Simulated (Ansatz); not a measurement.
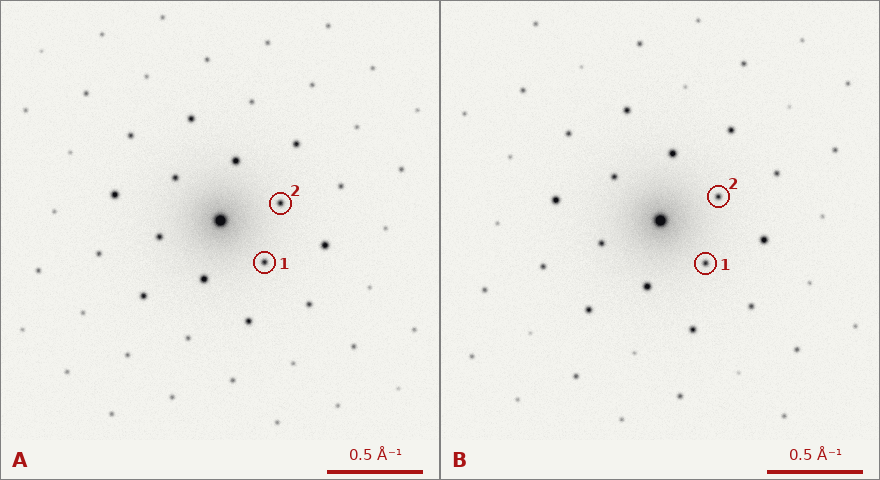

Kinematic electron diffraction patterns (120 kV, B = 0.5 Å², same scale) along [010] of the run's own cell, for the start and the end of one relaxation of Li2H3 with Ansatz, DFT PBE, scalar-relativistic, plane waves, PAW. k mesh 12×10×12. The start is a generated model structure, and the relaxation ends in the nearest stationary point of its symmetry, not necessarily the ground state. Spot 1 is -1 0 0 and spot 2 is -1 0 1 in both.

Start structure:

```
CELL_PARAMETERS angstrom
3.49968 0.00000 0.00000
0.00000 3.88717 0.00000
-1.66694 0.00000 3.09132
ATOMIC_POSITIONS crystal
Li 0.28472 0.00000 0.38507
Li 0.94441 0.50000 0.72882
H 0.84313 0.00000 0.50887
H 0.28678 0.50000 0.39644
H 0.69921 0.00000 0.20140
```

> Which pattern belongs to the start structure, and which to the relaxed one?

A is the start: its cell gives d(1) = 3.080 Å, d(2) = 3.010 Å and an angle of 59.0°. B is the relaxed structure, with d(1) = 3.009 Å (-2.3 %), d(2) = 3.007 Å (-0.1 %) and 65.2°.

> Name reflections whose intensity changes strongly on relaxation.

1 0 -3 goes from 4.8 to 11 % of the strongest spot.

> Summarise the relaxation behind the change.

The volume changed by -6.2 % to 7.89 Å³ an atom; with the mean shift removed, the atoms moved by up to 0.16 Å relative to the cell (H most); the space group went from Pm (No. 6) to Amm2 (No. 38); the free energy fell by 3.7 meV an atom. Relaxed cell: a = 3.570 Å, b = 3.956 Å, c = 3.314 Å, α = 90.00°, β = 122.56°, γ = 90.00°.
